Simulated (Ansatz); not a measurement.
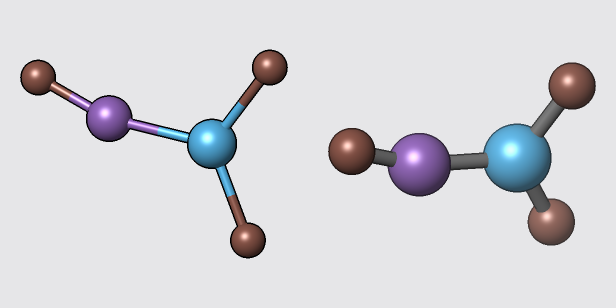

The same structure drawn twice, from different directions. Colours: boron blue, nitrogen purple, hydrogen brown.

State: neutral, doublet. Computed geometry: PBE0-D4/def2-TZVP optimisation.

Count the atoms of each element.

BH3N, 5 atoms: 1 boron, 3 hydrogen and 1 nitrogen.

Give the symmetry (Schoenflies symbol).

Cs.

Name some functional groups or characteristic bonds that it holds.

Among them: B–H bond.

How many bonds of each kind are drawn?

2 B–H, 1 B–N, 1 N–H.

How many sets of symmetry-equivalent atoms are there?

5: 1 B, 1 N, 1 H, 1 H, 1 H.

More results for the same structure follow; atom numbers are the same in all pictures, views and colours differ.

## Shape

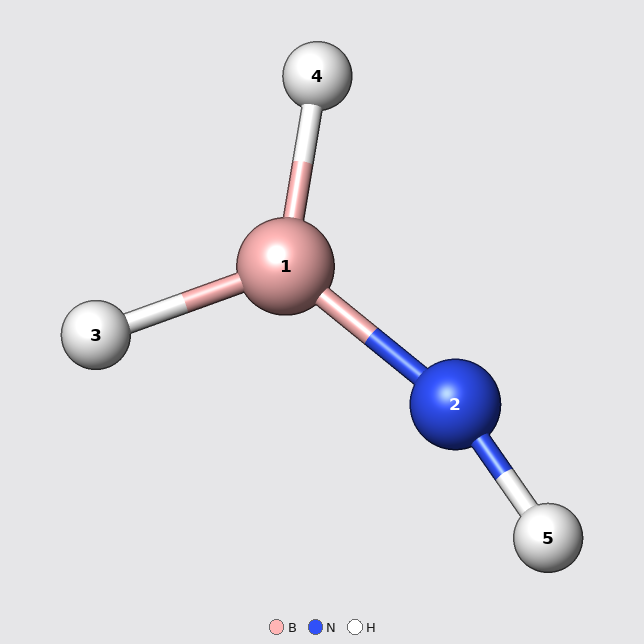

Atoms carry their numbers in the input.

How are the neighbours of atom 1 arranged?

B1 has 3 neighbours (N2 at 1.33, H3 at 1.21, H4 at 1.20 Å); the arrangement is trigonal planar.

## Levels of theory compared

Program: Ansatz 0.2.0.

Tabulate dipole (D), HOMO energy (eV) at these levels: B3LYP-D4/def2-TZVPP; PBE-D4/def2-TZVPP; r2SCAN-D4/def2-TZVPP; ωB97M-V/def2-TZVPP.

| level | dipole (D) | HOMO energy (eV) |
| --- | --- | --- |
| B3LYP-D4/def2-TZVPP | 1.33 | −7.60 |
| PBE-D4/def2-TZVPP | 1.25 | −6.30 |
| r2SCAN-D4/def2-TZVPP | 1.35 | −6.79 |
| ωB97M-V/def2-TZVPP | 1.41 | −10.01 |

## Vibrations

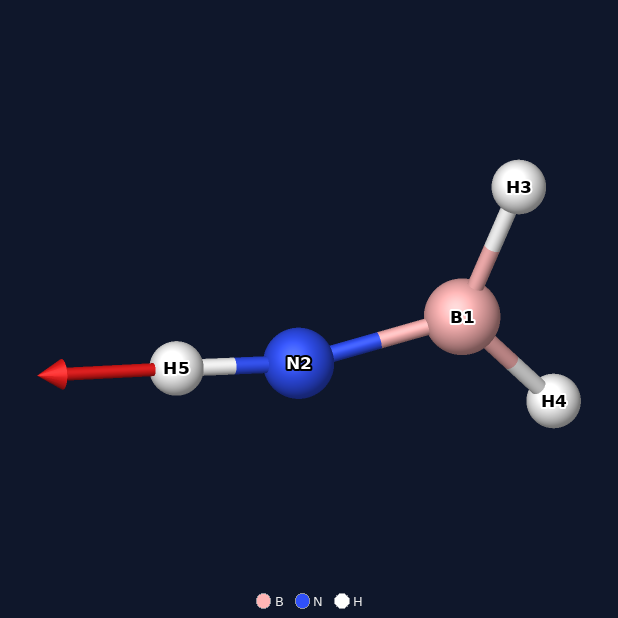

The arrows show one normal mode. Harmonic vibrations computed with UKS PBE0-D4/def2-TZVP (Ansatz 0.2.0) at a stationary point of the same level.

Describe the motion.

Mostly N–H stretching.

At what wavenumber does it lie?

3787 cm⁻¹; it is mode 9 of 9 counted from the lowest.

## Thermal motion

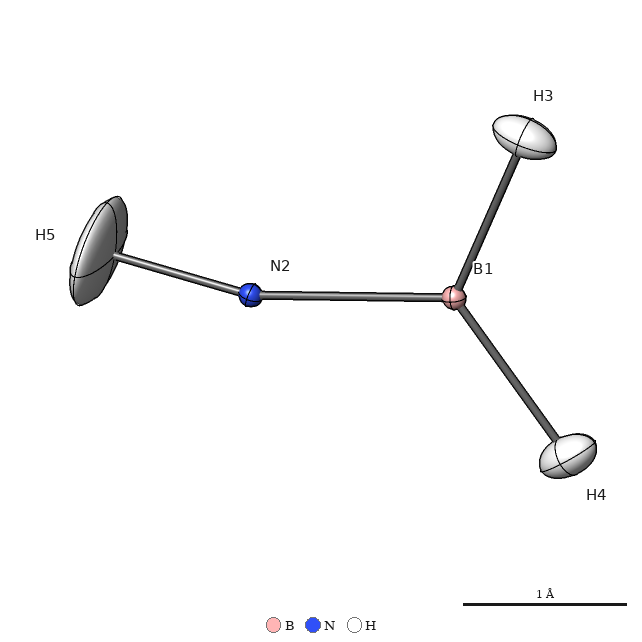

Displacement ellipsoids at the 50 % level, from the internal vibrations of the free molecule (harmonic, no overall translation or rotation; no half-axis is drawn under 0.075 Å). Vibrations computed with UKS PBE0-D4/def2-TZVP (Ansatz 0.2.0). Temperature: 0 K (zero-point motion alone).

Which atom has the largest mean-square displacement?

H5, with U_eq = 0.0446 Å².

Does H5 move more along its bond or across it?

Across it: the root-mean-square amplitude is 0.068 Å along the bond and up to 0.290 Å across, since bending and torsion are softer than stretching.

Give the displacement parameters, one line for each set of equivalent atoms.

```
atom  U_eq (Å²)   rms amplitudes (Å)
  B1    0.00065  0.023, 0.026, 0.028
  N2    0.00073  0.019, 0.024, 0.035
  H3     0.0108  0.080, 0.086, 0.136
  H4     0.0108  0.080, 0.094, 0.131
  H5     0.0446  0.068, 0.212, 0.290
```
